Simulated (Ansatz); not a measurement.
# Na2RuCl4: relaxing a made-up structure

This structure for Na2RuCl4 is made up. Its elements were placed in a known structure type with a cell scaled to their sizes. What cell does the guess relax to, and how far off was it?

Calculated with Ansatz 0.2.0; DFT, r2SCAN, plane-wave PAW, files of the set soft_1, scalar-relativistic, no spin, cell and ions relaxed at zero pressure; PAW set soft_1, in the first sound run; inputs show where later runs differ.

## 1. The starting structure

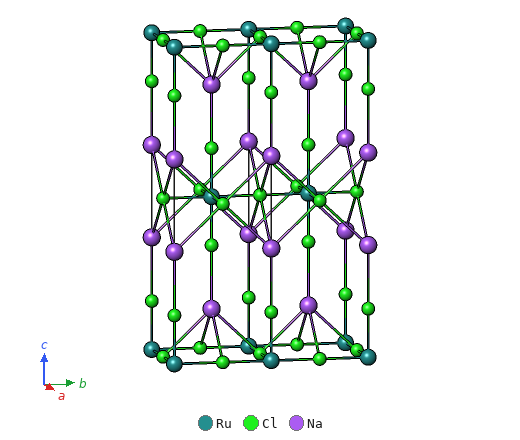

Start, viewed slightly off an axis; ruthenium teal, chlorine green, sodium purple. 1×2×1 cells are drawn. This picture shows the conventional cell, with its axes. Some periodic images of atoms are drawn too.

Coordinates:

```cif
data_structure
_symmetry_space_group_name_H-M 'I4/mmm'
_symmetry_Int_Tables_number 139
_cell_length_a 4.6560
_cell_length_b 4.6560
_cell_length_c 14.9910
_cell_angle_alpha 90.000
_cell_angle_beta 90.000
_cell_angle_gamma 90.000
_cell_volume 324.98
loop_
_atom_site_label
_atom_site_type_symbol
_atom_site_symmetry_multiplicity
_atom_site_Wyckoff_symbol
_atom_site_fract_x
_atom_site_fract_y
_atom_site_fract_z
_atom_site_occupancy
Ru1 Ru 2 a 0.00000 0.00000 0.00000 1
Cl1 Cl 4 e 0.00000 0.00000 0.15320 1
Cl2 Cl 4 c 0.00000 0.50000 0.00000 1
Na1 Na 4 e 0.50000 0.50000 0.14590 1
```

## 2. Relaxation of the guess

The guessed cell has no reason to be at equilibrium. It is relaxed with the atoms, within the space group of the guess.

File input.yaml:

```yaml
crystal:
  lattice:
    - [-2.328, 2.328, 7.4955]
    - [2.328, -2.328, 7.4955]
    - [2.328, 2.328, -7.4955]
  atoms:
    - { symbol: Ru, position: [0.0, 0.0, 0.0] }
    - { symbol: Cl, position: [0.1532, 0.1532, 0.0] }
    - { symbol: Cl, position: [0.8468, 0.8468, 0.0] }
    - { symbol: Cl, position: [0.5, 0.0, 0.5] }
    - { symbol: Cl, position: [0.0, 0.5, 0.5] }
    - { symbol: Na, position: [0.6459, 0.6459, 0.0] }
    - { symbol: Na, position: [0.3541, 0.3541, 0.0] }
kpoints:
  mp_grid: { grid: [8, 8, 8] }
scf:
  occupations: { method: fermi_dirac, width: 0.05 }
hamiltonian:
  xc: r2scan
  pseudopotentials: { kind: paw, azcp: { folder: soft_1 } }
relax:
  f_tol: 0.015
  max_steps: 70
  cell: {}
output:
  forces: true
  stress: true
```

Launch:

```console
ansatz run input.yaml --threads 4 --pin off --max-ram 10240MiB --backend cpu --events-out ev --progress --plain --runs-dir out
```

Numbers of over 12 decimals in the logs are rounded to 6 here.

What it wrote:

```text
basis.fft_grid_basis auto: the FFT boxes are laid along the combinations [[1, 0, 1], [0, 1, 1], [0, 0, 1]] of the cell's own vectors, 4.656, 4.656 and 8.187 Å long. The dense box has 36×36×60 points. Along the cell's own vectors, as sized, it would have 60×60×60, 2.78 times as many. Of the 16 symmetry operations that the crystal satisfies within crystal.symmetry.tolerance (time reversal apart; of a slab, those that k [...]
Engine: ansatz 0.2.0, x86_64-unknown-linux-gnu
Pseudopotentials: kind: paw
Pseudopotential: Ru, paw, valence charge 16, recommended cutoff 500 eV (meta_gga), soft_1/Ru.paw.azcp
Pseudopotential: Cl, paw, valence charge 7, recommended cutoff 500 eV (meta_gga), soft_1/Cl.paw.azcp
Pseudopotential: Na, paw, valence charge 9, recommended cutoff 500 eV (meta_gga), soft_1/Na.paw.azcp
Functional definition: r2SCAN
  parameter k0 = 0.174
  parameter k1 = 0.065
  parameter a1 = 4.9479
  exchange = r2scan_x(k0 = k0, k1 = k1, a1 = a1)
  correlation = r2scan_c
Crystal: 7 atoms, lattice volume = 162.490 Å³
Basis set: ecut = 500 eV, 4115 PW (Γ), FFT grids on a1+a3, a2+a3, a3, exchange–correlation on 144×144×240 points (64 copies of the dense FFT grid, shifted against one another)
Bands: 38, of which v1, the nominal top of the filled ones, is band 31 counted from 1 (30 counted from 0)
Symmetry: 16 space group operations
Space group: I4/mmm (ITA 139), of the structure as read, at distance tolerance 5.5e-5 Å
k-points: 59 of 512
Non-local potential: Ru, projectors of the file, l = 0: 3, l = 1: 2, l = 2: 2, l = 3: 1
Non-local potential: Cl, projectors of the file, l = 0: 2, l = 1: 2, l = 2: 1
Non-local potential: Na, projectors of the file, l = 0: 3, l = 1: 2, l = 2: 1
PAW form: soft (Blöchl's): semilocal exchange-correlation on the pseudo side does not see the compensation charge
PAW frozen core: Ru, regenerated for the run's functional (the file was generated under x = pbe(κ = 0.804, μ = 0.219515), c = pbe(β = 0.066725))
PAW frozen core: Cl, regenerated for the run's functional (the file was generated under x = pbe(κ = 0.804, μ = 0.219515), c = pbe(β = 0.066725))
PAW frozen core: Na, regenerated for the run's functional (the file was generated under x = pbe(κ = 0.804, μ = 0.219515), c = pbe(β = 0.066725))
PAW one-centre angular grid: Ru, 590 points (default); XC on 160 Gauss nodes
PAW one-centre angular grid: Cl, 302 points (default); XC on 160 Gauss nodes
PAW one-centre angular grid: Na, 302 points (default); XC on 317 of its mesh's 2451 points in the sphere
Initial density: superposition of atomic densities (chi_scale 0.1, normalization cell, long waves kept (reshape's long-wave potential 0.21 eV rms))
Initial wavefunctions: pseudopotential atomic-orbital guess
Functional: x = r2scan, c = r2scan; τ floored in thin density (d = 2e-4 eV/Å³)
SCF iter   1: F=—  HF=-13212.153735 eV  |F-HF|=—  |Δ(HF+E_count)|=         —  Δρ=7.32e-2  dr2=5.59e0  dr2_τ=1.82e-1  ethr=3.10e-3  ⟨swp⟩=7.2  Hψ=9761  notcnv=0  defer=18
preconditioner: auto → LDOS  [metal: Δε(μ)=0.011 eV  Ē_g=10.213 eV  σ=0.050 eV  W_gap=0.05  n_scr=32 (ndim 8)  ℏωp=18.0 eV  f_vac=0.050  D(μ)=3.65/eV (n_scr^D=24)  β→1.0]
SCF iter   2: F=—  HF=-13211.313258 eV  |F-HF|=—  |Δ(HF+E_count)|=   8.40e-1  Δρ=4.36e-2  dr2=1.73e0  dr2_τ=7.14e-2  ethr=3.10e-3  ⟨swp⟩=4.3  Hψ=6654  notcnv=0  defer=84
SCF iter   3: F=—  HF=-13210.381543 eV  |F-HF|=—  |Δ(HF+E_count)|=   9.32e-1  Δρ=8.23e-3  dr2=8.70e-2  dr2_τ=4.36e-3  ethr=2.80e-3  ⟨swp⟩=3.2  Hψ=4517  notcnv=0  defer=84
SCF iter   4: F=—  HF=-13210.371048 eV  |F-HF|=—  |Δ(HF+E_count)|=   1.05e-2  Δρ=2.66e-3  dr2=1.57e-2  dr2_τ=1.09e-3  ethr=1.40e-4  ⟨swp⟩=3.7  Hψ=4765  notcnv=0  defer=83
SCF iter   5: F=—  HF=-13210.367719 eV  |F-HF|=—  |Δ(HF+E_count)|=   3.33e-3  Δρ=9.97e-4  dr2=2.21e-3  dr2_τ=8.64e-5  ethr=2.53e-5  ⟨swp⟩=2.0  Hψ=3092  notcnv=0  defer=83
SCF iter   6: F=—  HF=-13210.367265 eV  |F-HF|=—  |Δ(HF+E_count)|=   4.54e-4  Δρ=2.65e-4  dr2=1.61e-4  dr2_τ=1.19e-5  ethr=3.57e-6  ⟨swp⟩=3.0  Hψ=4137  notcnv=0  defer=83
SCF iter   7: F=—  HF=-13210.367226 eV  |F-HF|=—  |Δ(HF+E_count)|=   3.94e-5  Δρ=6.19e-5  dr2=4.72e-6  dr2_τ=7.42e-7  ethr=2.59e-7  ⟨swp⟩=3.0  Hψ=4110  notcnv=0  defer=83
SCF iter   8: F=—  HF=-13210.367257 eV  |F-HF|=—  |Δ(HF+E_count)|=   3.10e-5  Δρ=2.16e-5  dr2=8.62e-7  dr2_τ=6.15e-8  ethr=7.61e-9  ⟨swp⟩=2.0  Hψ=3613  notcnv=0  defer=83
SCF iter   9: F=-13210.367256 eV  HF=-13210.367256 eV  |F-HF|=5.33e-9  |Δ(HF+E_count)|=   1.14e-7  Δρ=6.37e-6  dr2=2.51e-8  dr2_τ=2.99e-9  ethr=1.61e-10  ⟨swp⟩=4.0  Hψ=9815  notcnv=0
SCF 1 converged in 9 iterations: F = -13210.367256 eV  dr2 = 2.51e-8
  greatest PAW one-centre occupation: 1.002 electrons in one spin orbital (limit 2), on the Na atom at site 6 (counted from 0), in its partial waves of l = 0
relax step   1: F+E_penalty+E_count = -13210.36725647 eV  Δ(F+E_penalty+E_count) = +0.000e0 eV  max|allowed force component| = 1.743e0 eV/Å  Δτ_max = 0.0000 Å  P = +3.493 GPa  Ω = 162.490 Å³  (9 SCF iters, dr2 threshold 1.00e-7 eV, accepted)
Crystal: 7 atoms, lattice volume = 164.493 Å³
Basis set: ecut = 500 eV, 4203 PW (Γ), FFT grids on a1+a3, a2+a3, a3, exchange–correlation on 144×144×240 points (64 copies of the dense FFT grid, shifted against one another)
Initial density: handed on by an earlier stage of this run
Initial wavefunctions: those handed on with the density
iter 1 solved again at ethr=1.98e-4 eV; its pass at ethr=3.10e-3 eV (dr2=1.23e-1 eV) is discarded
SCF iter   1: F=—  HF=-13210.946774 eV  |F-HF|=—  |Δ(HF+E_count)|=         —  Δρ=1.23e-2  dr2=1.24e-1  dr2_τ=7.89e-1  ethr=1.98e-4  ⟨swp⟩=2.7  Hψ=13156  notcnv=0
preconditioner: auto → LDOS  [metal: Δε(μ)=0.050 eV  Ē_g=10.951 eV  σ=0.050 eV  W_gap=0.24  n_scr=32 (ndim 8)  ℏωp=17.8 eV  f_vac=0.145  D(μ)=2.33/eV (n_scr^D=10)  β→1.0]
SCF iter   2: F=—  HF=-13210.741428 eV  |F-HF|=—  |Δ(HF+E_count)|=   2.05e-1  Δρ=2.45e-3  dr2=9.13e-3  dr2_τ=4.83e-4  ethr=1.98e-4  ⟨swp⟩=4.0  Hψ=4954  notcnv=0
SCF iter   3: F=—  HF=-13210.739945 eV  |F-HF|=—  |Δ(HF+E_count)|=   1.48e-3  Δρ=9.94e-4  dr2=1.56e-3  dr2_τ=1.29e-4  ethr=1.47e-5  ⟨swp⟩=2.0  Hψ=4126  notcnv=0
SCF iter   4: F=—  HF=-13210.739481 eV  |F-HF|=—  |Δ(HF+E_count)|=   4.63e-4  Δρ=2.48e-4  dr2=1.25e-4  dr2_τ=1.09e-5  ethr=2.51e-6  ⟨swp⟩=3.0  Hψ=4891  notcnv=0
SCF iter   5: F=—  HF=-13210.739505 eV  |F-HF|=—  |Δ(HF+E_count)|=   2.42e-5  Δρ=1.15e-4  dr2=2.63e-5  dr2_τ=5.80e-7  ethr=2.02e-7  ⟨swp⟩=2.2  Hψ=3069  notcnv=0
SCF iter   6: F=—  HF=-13210.739500 eV  |F-HF|=—  |Δ(HF+E_count)|=   4.83e-6  Δρ=2.98e-5  dr2=2.39e-6  dr2_τ=8.29e-8  ethr=4.24e-8  ⟨swp⟩=2.3  Hψ=3404  notcnv=0
SCF iter   7: F=-13210.739500 eV  HF=-13210.739500 eV  |F-HF|=1.06e-7  |Δ(HF+E_count)|=   3.31e-7  Δρ=9.11e-6  dr2=1.43e-7  dr2_τ=1.21e-8  ethr=1.13e-9  ⟨swp⟩=5.0  Hψ=8216  notcnv=0
SCF 2 converged in 7 iterations: F = -13210.739500 eV  dr2 = 1.43e-7
relax step   2: F+E_penalty+E_count = -13210.73950004 eV  Δ(F+E_penalty+E_count) = -3.722e-1 eV  max|allowed force component| = 3.235e-1 eV/Å  Δτ_max = 0.1651 Å  P = +0.374 GPa  Ω = 164.493 Å³  energy of the carried Pulay correction = -1.862e-4 eV  (7 SCF iters, dr2 threshold 7.00e-7 eV, accepted)
Crystal: 7 atoms, lattice volume = 162.788 Å³
Basis set: ecut = 500 eV, 4179 PW (Γ), FFT grids on a1+a3, a2+a3, a3, exchange–correlation on 144×144×240 points (64 copies of the dense FFT grid, shifted against one another)
iter 1 solved again at ethr=1.34e-5 eV; its pass at ethr=3.10e-3 eV (dr2=8.30e-3 eV) is discarded
SCF iter   1: F=—  HF=-13210.841490 eV  |F-HF|=—  |Δ(HF+E_count)|=         —  Δρ=3.79e-3  dr2=8.74e-3  dr2_τ=1.14e-1  ethr=1.34e-5  ⟨swp⟩=2.5  Hψ=13763  notcnv=0
preconditioner: auto → LDOS  [metal: Δε(μ)=0.048 eV  Ē_g=11.044 eV  σ=0.050 eV  W_gap=0.24  n_scr=32 (ndim 8)  ℏωp=17.9 eV  f_vac=0.129  D(μ)=2.41/eV (n_scr^D=10)  β→1.0]
SCF iter   2: F=—  HF=-13210.790304 eV  |F-HF|=—  |Δ(HF+E_count)|=   5.12e-2  Δρ=1.77e-3  dr2=2.69e-3  dr2_τ=2.30e-4  ethr=1.34e-5  ⟨swp⟩=3.1  Hψ=4713  notcnv=0
SCF iter   3: F=—  HF=-13210.789665 eV  |F-HF|=—  |Δ(HF+E_count)|=   6.38e-4  Δρ=3.49e-4  dr2=1.06e-4  dr2_τ=1.75e-5  ethr=4.34e-6  ⟨swp⟩=2.0  Hψ=4067  notcnv=0
SCF iter   4: F=—  HF=-13210.789723 eV  |F-HF|=—  |Δ(HF+E_count)|=   5.77e-5  Δρ=9.20e-5  dr2=2.16e-5  dr2_τ=4.39e-7  ethr=1.71e-7  ⟨swp⟩=2.0  Hψ=3741  notcnv=0
SCF iter   5: F=—  HF=-13210.789719 eV  |F-HF|=—  |Δ(HF+E_count)|=   3.45e-6  Δρ=3.88e-5  dr2=3.10e-6  dr2_τ=3.11e-7  ethr=3.48e-8  ⟨swp⟩=2.0  Hψ=3123  notcnv=0
SCF iter   6: F=-13210.789718 eV  HF=-13210.789719 eV  |F-HF|=3.65e-7  |Δ(HF+E_count)|=   7.53e-7  Δρ=1.26e-5  dr2=4.69e-7  dr2_τ=2.43e-8  ethr=1.13e-9  ⟨swp⟩=5.0  Hψ=8395  notcnv=0
SCF 3 converged in 6 iterations: F = -13210.789718 eV  dr2 = 4.69e-7
relax step   3: F+E_penalty+E_count = -13210.78971837 eV  Δ(F+E_penalty+E_count) = -5.022e-2 eV  max|allowed force component| = 3.492e-2 eV/Å  Δτ_max = 0.0766 Å  P = -0.015 GPa  Ω = 162.788 Å³  energy of the carried Pulay correction = -2.787e-5 eV  (6 SCF iters, dr2 threshold 7.00e-7 eV, accepted)
Crystal: 7 atoms, lattice volume = 162.679 Å³
Basis set: ecut = 500 eV, 4169 PW (Γ), FFT grids on a1+a3, a2+a3, a3, exchange–correlation on 144×144×240 points (64 copies of the dense FFT grid, shifted against one another)
iter 1 solved again at ethr=3.66e-6 eV; its pass at ethr=3.10e-3 eV (dr2=2.27e-3 eV) is discarded
SCF iter   1: F=—  HF=-13210.788775 eV  |F-HF|=—  |Δ(HF+E_count)|=         —  Δρ=1.76e-3  dr2=2.14e-3  dr2_τ=9.64e-3  ethr=3.66e-6  ⟨swp⟩=2.2  Hψ=12926  notcnv=0
preconditioner: auto → LDOS  [metal: Δε(μ)=0.205 eV  Ē_g=11.055 eV  σ=0.050 eV  W_gap=0.49  n_scr=32 (ndim 8)  ℏωp=17.9 eV  f_vac=0.129  D(μ)=2.50/eV (n_scr^D=10)  β→1.0]
SCF iter   2: F=—  HF=-13210.795797 eV  |F-HF|=—  |Δ(HF+E_count)|=   7.02e-3  Δρ=1.18e-3  dr2=1.13e-3  dr2_τ=1.02e-4  ethr=3.45e-6  ⟨swp⟩=2.0  Hψ=4484  notcnv=0
SCF iter   3: F=—  HF=-13210.795463 eV  |F-HF|=—  |Δ(HF+E_count)|=   3.34e-4  Δρ=1.72e-4  dr2=2.65e-5  dr2_τ=2.69e-6  ethr=1.81e-6  ⟨swp⟩=2.2  Hψ=3583  notcnv=0
SCF iter   4: F=—  HF=-13210.795507 eV  |F-HF|=—  |Δ(HF+E_count)|=   4.33e-5  Δρ=4.24e-5  dr2=3.44e-6  dr2_τ=2.28e-7  ethr=4.28e-8  ⟨swp⟩=2.0  Hψ=3841  notcnv=0
SCF iter   5: F=—  HF=-13210.795506 eV  |F-HF|=—  |Δ(HF+E_count)|=   6.43e-7  Δρ=1.77e-5  dr2=7.01e-7  dr2_τ=2.63e-8  ethr=1.13e-9  ⟨swp⟩=5.0  Hψ=8167  notcnv=0
SCF iter   6: F=-13210.795506 eV  HF=-13210.795506 eV  |F-HF|=7.25e-8  |Δ(HF+E_count)|=   1.56e-7  Δρ=6.05e-6  dr2=9.71e-8  dr2_τ=5.41e-9  ethr=1.13e-9  ⟨swp⟩=5.0  Hψ=7730  notcnv=0
SCF 4 converged in 6 iterations: F = -13210.795506 eV  dr2 = 9.71e-8
relax step   4: F+E_penalty+E_count = -13210.79550565 eV  Δ(F+E_penalty+E_count) = -5.787e-3 eV  max|allowed force component| = 4.683e-2 eV/Å  Δτ_max = 0.0164 Å  P = -0.098 GPa  Ω = 162.679 Å³  energy of the carried Pulay correction = -1.767e-5 eV  (6 SCF iters, dr2 threshold 7.00e-7 eV, accepted)
Crystal: 7 atoms, lattice volume = 161.941 Å³
Basis set: ecut = 500 eV, 4153 PW (Γ), FFT grids on a1+a3, a2+a3, a3, exchange–correlation on 144×144×240 points (64 copies of the dense FFT grid, shifted against one another)
iter 1 solved again at ethr=2.78e-7 eV; its pass at ethr=3.10e-3 eV (dr2=1.72e-4 eV) is discarded
SCF iter   1: F=—  HF=-13210.795103 eV  |F-HF|=—  |Δ(HF+E_count)|=         —  Δρ=3.33e-4  dr2=1.26e-4  dr2_τ=1.53e-3  ethr=2.78e-7  ⟨swp⟩=3.5  Hψ=11368  notcnv=0
automatic band count: iteration 1 solves 37 bands in place of 38: the levels show a gap, and the empty bands left out lie too high to hold charge; the band table lists the bands solved (type scf.n_extra_bands for more)
preconditioner: auto → LDOS  [insulator: Δε(μ)=0.202 eV  Ē_g=10.692 eV  σ=0.050 eV  W_gap=0.55  n_scr=32 (ndim 8)  ℏωp=18.0 eV  f_vac=0.127  D(μ)=2.64/eV (n_scr^D=10)  ε∞_Penn≈3.8  β→1.0]
SCF iter   2: F=—  HF=-13210.796133 eV  |F-HF|=—  |Δ(HF+E_count)|=   1.03e-3  Δρ=1.61e-4  dr2=2.55e-5  dr2_τ=2.03e-6  ethr=2.04e-7  ⟨swp⟩=2.0  Hψ=4351  notcnv=0
SCF iter   3: F=—  HF=-13210.796127 eV  |F-HF|=—  |Δ(HF+E_count)|=   6.18e-6  Δρ=4.11e-5  dr2=2.33e-6  dr2_τ=1.95e-7  ethr=4.11e-8  ⟨swp⟩=2.0  Hψ=3952  notcnv=0
SCF iter   4: F=—  HF=-13210.796127 eV  |F-HF|=—  |Δ(HF+E_count)|=   8.55e-8  Δρ=1.15e-5  dr2=2.34e-7  dr2_τ=2.01e-8  ethr=3.76e-9  ⟨swp⟩=2.0  Hψ=3653  notcnv=0
SCF iter   5: F=-13210.796127 eV  HF=-13210.796127 eV  |F-HF|=1.18e-8  |Δ(HF+E_count)|=   5.02e-8  Δρ=3.60e-6  dr2=1.66e-8  dr2_τ=3.85e-9  ethr=2.21e-10  ⟨swp⟩=5.0  Hψ=8325  notcnv=0
SCF 5 converged in 5 iterations: F = -13210.796127 eV  dr2 = 1.66e-8
relax step   5: F+E_penalty+E_count = -13210.79612661 eV  Δ(F+E_penalty+E_count) = -6.210e-4 eV  max|allowed force component| = 5.135e-3 eV/Å  Δτ_max = 0.0080 Å  P = +0.019 GPa  Ω = 161.941 Å³  energy of the carried Pulay correction = +5.143e-5 eV  (5 SCF iters, dr2 threshold 1.37e-7 eV, accepted)
Initial wavefunctions: pseudopotential atomic-orbital guess (no wavefunctions were taken with the density)
iter 1 solved again at ethr=4.08e-7 eV; its pass at ethr=3.10e-3 eV (dr2=2.53e-4 eV) is discarded
SCF iter   1: F=—  HF=-13210.793513 eV  |F-HF|=—  |Δ(HF+E_count)|=         —  Δρ=3.71e-4  dr2=5.54e-6  dr2_τ=5.08e-6  ethr=4.08e-7  ⟨swp⟩=3.5  Hψ=16457  notcnv=0
preconditioner: auto → LDOS  [insulator: Δε(μ)=0.204 eV  Ē_g=11.079 eV  σ=0.050 eV  W_gap=0.55  n_scr=32 (ndim 8)  ℏωp=18.0 eV  f_vac=0.128  D(μ)=2.63/eV (n_scr^D=10)  ε∞_Penn≈3.6  β→1.0]
SCF iter   2: F=—  HF=-13210.796376 eV  |F-HF|=—  |Δ(HF+E_count)|=   2.86e-3  Δρ=3.36e-5  dr2=2.29e-6  dr2_τ=1.41e-7  ethr=8.94e-9  ⟨swp⟩=2.1  Hψ=4049  notcnv=0
SCF iter   3: F=—  HF=-13210.796375 eV  |F-HF|=—  |Δ(HF+E_count)|=   1.30e-6  Δρ=1.41e-5  dr2=1.35e-7  dr2_τ=1.42e-7  ethr=3.70e-9  ⟨swp⟩=2.0  Hψ=3219  notcnv=0
SCF iter   4: F=—  HF=-13210.796376 eV  |F-HF|=—  |Δ(HF+E_count)|=   7.84e-7  Δρ=2.72e-6  dr2=1.41e-8  dr2_τ=3.64e-9  ethr=2.17e-10  ⟨swp⟩=2.0  Hψ=3277  notcnv=0
SCF iter   5: F=—  HF=-13210.796376 eV  |F-HF|=—  |Δ(HF+E_count)|=   1.69e-8  Δρ=1.21e-6  dr2=2.64e-9  dr2_τ=2.19e-10  ethr=2.27e-11  ⟨swp⟩=2.1  Hψ=3208  notcnv=0
SCF iter   6: F=—  HF=-13210.796376 eV  |F-HF|=—  |Δ(HF+E_count)|=  2.55e-11  Δρ=3.91e-7  dr2=3.98e-10  dr2_τ=2.27e-11  ethr=4.26e-12  ⟨swp⟩=2.0  Hψ=3424  notcnv=0
SCF iter   7: F=-13210.796376 eV  HF=-13210.796376 eV  |F-HF|=3.46e-11  |Δ(HF+E_count)|=  3.82e-11  Δρ=1.17e-7  dr2=3.27e-11  dr2_τ=1.05e-12  ethr=1.00e-12  ⟨swp⟩=5.0  Hψ=8480  notcnv=0
SCF 6 converged in 7 iterations: F = -13210.796376 eV  dr2 = 3.27e-11
relax step   6: F+E_penalty+E_count = -13210.79637597 eV  Δ(F+E_penalty+E_count) = -2.494e-4 eV  max|allowed force component| = 5.120e-3 eV/Å  Δτ_max = 0.0000 Å  P = +0.020 GPa  Ω = 161.941 Å³  stress off target by 2.15e-2 GPa  SCF on the basis re-selected at this cell (its energy is not comparable with the rows above)  (7 SCF iters)
basis re-selected at this cell: Δ(F+E_penalty+E_count) = -2.494e-4 eV, ΔP = +0.001 GPa vs the last step (what re-selecting the basis moved, of the pressure what is left beyond the Pulay correction that the steps carried, after the strain that the cell walked since its last selection, with what the two solves' SCF thresholds leave and, on support functions, any second-order correction that the steps lacked; it is no m [...]
SCF converged after 7 iterations
Free energy (F): -13210.796376 eV
Harris-Foulkes:  -13210.796376 eV  (|F-HF|=3.46e-11)
Internal energy: -13210.773218 eV  (E = F + TS)
E sigma→0 (E₀):  -13210.784797 eV
Entropy (-TS):   -0.023157 eV (-3.308 meV/atom)
Fermi energy:    4.853373 eV
--- Per-component energies (eV) ---
  E_band       = -866.251992
  E_kinetic    = 1301.253568
  E_local      = -6938.112005  (includes V_loc(G=0)·N_el)
  E_nonlocal   = 1102.495776
  E_hartree    = 2501.226297
  E_xc         = -647.445265
  E_vxc        = -853.481445  (∫ρ·V_xc dr)
  E_paw        = -6788.316502  (= ΣΔE_a)
  E_vpaw       = -533.451140  (= ΣTr[D̂ρ^β])
  E_aug_tail   = 0.000651  (compensation charges beyond the density's cutoff)
  E_vtau       = 52.589784  (kinetic-family band-sum trace: ∫τ·v_τ [+ j·A + Jᵃ·Aᵃ] dr)
  E_ewald      = -3740.966626
  E_core_change = -0.909113  (= ΣΔE_core)
  E_smearing   = -0.023157  (= −TS)
  E_closure    = 0.000000  (closes the sum)
  Σ components = -13210.796376   (vs F -13210.796376, Δ=0.00e0)
--- Forces (eV/Å), atoms counted from 1 ---
  atom   1  Ru     0.00000000     0.00000000     0.00000000
  atom   2  Cl     0.00000000     0.00000000     0.00511978
  atom   3  Cl     0.00000000    -0.00000000    -0.00511978
  atom   4  Cl     0.00000000     0.00000000     0.00000000
  atom   5  Cl    -0.00000000     0.00000000     0.00000000
  atom   6  Na     0.00000000     0.00000000    -0.00185998
  atom   7  Na    -0.00000000     0.00000000     0.00185998
  max |Σ_I F_I| component: 3.47e-18 eV/Å
--- Stress (GPa, compression-positive) ---
        0.021481      -0.000000       0.000000
       -0.000000       0.021481      -0.000000
        0.000000      -0.000000       0.017501
  P = ⅓ Tr σ = 0.0202 GPa (0.202 kbar)
--- Relaxed structure (5 steps of the walk, 5 accepted, 1 SCFs on fresh bases) ---
  F+E_penalty+E_count = -13210.79637597 eV   max|allowed force component| = 5.120e-3 eV/Å   (the final SCF, on the basis selected at the relaxed cell)
  cell:  # Å, volume = 161.9408 Å³
    - [-2.397032, 2.397032, 7.046094]
    - [2.397032, -2.397032, 7.046094]
    - [2.397032, 2.397032, -7.046094]
  atoms:
    - { symbol: Ru, position: [2.97559703132189e-19, 2.975597031321897e-19, 0] }
    - { symbol: Cl, position: [0.170957, 0.170957, 0] }
    - { symbol: Cl, position: [0.829043, 0.829043, 0] }
    - { symbol: Cl, position: [0.5, 2.9755970313218994e-19, 0.5] }
    - { symbol: Cl, position: [2.9755970313218912e-19, 0.5, 0.5] }
    - { symbol: Na, position: [0.637436, 0.637436, 0] }
    - { symbol: Na, position: [0.362564, 0.362564, 0] }
```

Wall time 26 s (4 threads of Intel Xeon 6975P-C (Granite Rapids), shared host); peak memory 1.1 GiB; 96 s of CPU time.

This run has no spin polarisation, although Ru can carry a moment.

[end of part 1 of 2]

[Logs are printed without paths, hosts, clocks, repeated set-up lines and the standing remarks that a program may print on its own settings, such as how far it seeks lower states.]

[Hosts, paths, dates, database ids (printed as entryN), source tags and the programs' standing remarks are cut or masked in the printed files.]
